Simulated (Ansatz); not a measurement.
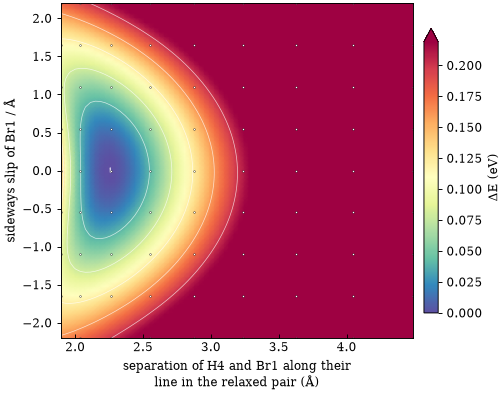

The pair Br···H₂Se, charge −1. The first coordinate is: separation of H4 and Br1 along their line in the relaxed pair; the second: sideways slip of Br1. Nothing is relaxed (both partners rigid). Grid: 9 × 9 points. Points are written as (first, second). Energies are in eV, from the lowest grid point. These are results of RKS BHLYP-D4/def2-TZVPD (Ansatz 0.2.0), not measurements.

Drawn: a smooth colour map with a few white contour lines, dots at the grid points, one colour for all values above the top of the scale. Between grid points the surface is interpolated.

Estimate the position of the minimum and the force constants in these coordinates.

Answer. The interpolated minimum is at the first coordinate ≈ 2.250 Å, sideways slip of Br1 ≈ 0.00 Å. The curvatures there are about 1.3 eV/Å² and 0.1 eV/Å², with a cross term of about 0.01 eV/Å². Round the minimum the two coordinates are nearly uncoupled.
